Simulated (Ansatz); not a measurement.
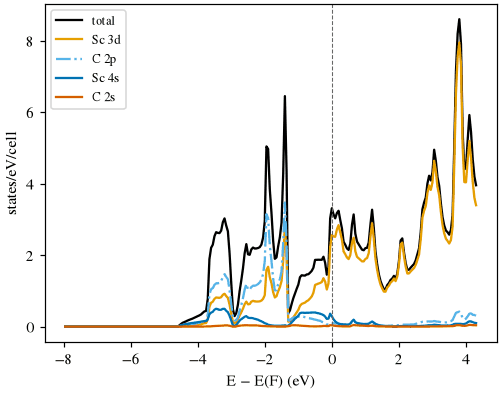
Total and projected density of states of Sc2C in space group P-3m1 (No. 164; Sc on 2d, C on 1b), PBEsol in the plane-wave PAW code Ansatz

Question: Which orbitals carry the states next to the Fermi level?

Answer: Within 0.5 eV of the Fermi level: Sc 3d 79 %, Sc 4s 9 %, outside the projected shells 7 %. Projections are on Löwdin-orthogonalised atomic valence shells; empty p or d shells of many metals are not among them.

Question: Where is the tallest occupied peak in this window, and what makes it?

Answer: Near -1.4 eV, about 6.5 states/eV per cell; the largest projected share is C 2p.

The first step of the workflow began from a Materials Project structure, measured or hypothetical; the Crystallography Open Database copy checked does not list it. Its standing as an ambient phase is unchecked. The PBEsol relaxation kept the symmetry of its start. At this level the phase is mechanically unstable. No spin polarisation was allowed.

Potentials: the later of the program's two PAW sets.
